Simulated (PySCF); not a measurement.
```xyz
11

O     2.7325    0.6230    0.6672
C     1.9866   -0.1805    0.2117
Br    2.6846   -1.9041   -0.4284
C     0.5667   -0.1006    0.0374
O    -0.1375   -1.1169   -0.5051
C    -1.4137   -0.7554   -0.5370
C    -1.5926    0.4981   -0.0215
C    -0.3056    0.9367    0.3573
Cl    0.1066    2.4193    1.0577
H    -2.1142   -1.4592   -0.9443
H    -2.5080    1.0423    0.0789
```

Geometry: GFN2-xTB.

Level of theory: B3LYP/def2-SVPD, SCF density, gas phase in PySCF.

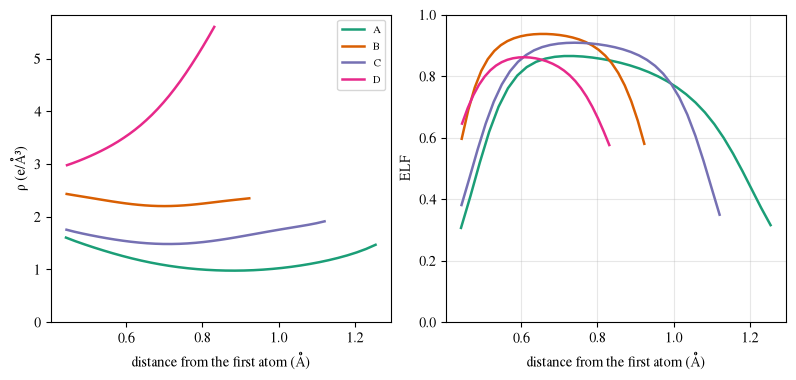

C₅H₂BrClO₂ (SMILES O=C(Br)c1occc1Cl). Total electron density and ELF along straight lines between neighbouring atoms. The curves leave out the atomic cores.

**Which curve belongs to which contact (C–Br, C–C, C–Cl and C–O)? The first atom named is at distance zero.**

Curve A: C–Br (1.97 Å): ρ at the midpoint is about 1 e/Å³; the ELF peaks at about 0.85 between the atoms: a shared electron pair. Curve B: C–C (1.37 Å): the density is about 2.2 e/Å³ at the midpoint; the ELF peaks at about 0.95 between the atoms (localised, covalent bonding). Curve C: C–Cl (1.69 Å): ρ is about 1.6 e/Å³ halfway; the ELF peaks at about 0.90 between the atoms; a covalent bond. Curve D: C–O (1.19 Å): the density is about 3.5 e/Å³ at the midpoint; the ELF peaks at about 0.85 between the atoms; a multiple bond.
